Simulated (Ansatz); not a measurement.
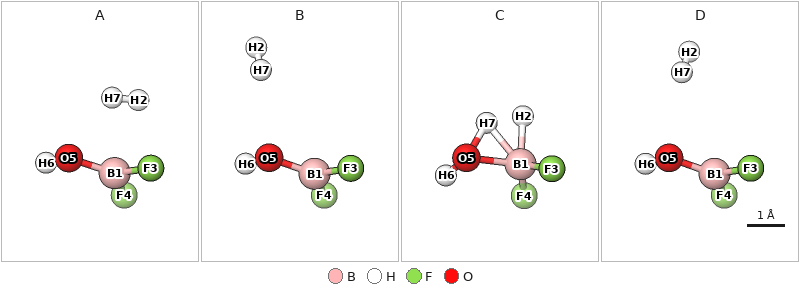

4 geometries from a converged minimum-energy path of BH3OF2, shuffled. The picture is a ball-and-stick view, seen face on.

All numbers below come from Ansatz, RKS PBE/def2-SVP. Settings: 7 movable images; climbing image; force threshold 0.05 eV/Å; iteration limit 60; starting path through a guess of the saddle point.

### Which frame is the top of the path?

C. In order along the path, whose images run from 0 to 8: C (image 2, +81.2 kJ/mol), A (image 4, −65.9 kJ/mol), D (image 7, −76.7 kJ/mol), B (image 8, −77.0 kJ/mol). Breaking: B1–H2 (1.23 → 1.40 at the top → 3.94 Å), O5–H7 (0.98 → 1.26 at the top → 2.58 Å). Forming: B1–O5 (1.82 → 1.56 at the top → 1.36 Å), H2–H7 (2.34 → 1.07 at the top → 0.77 Å).
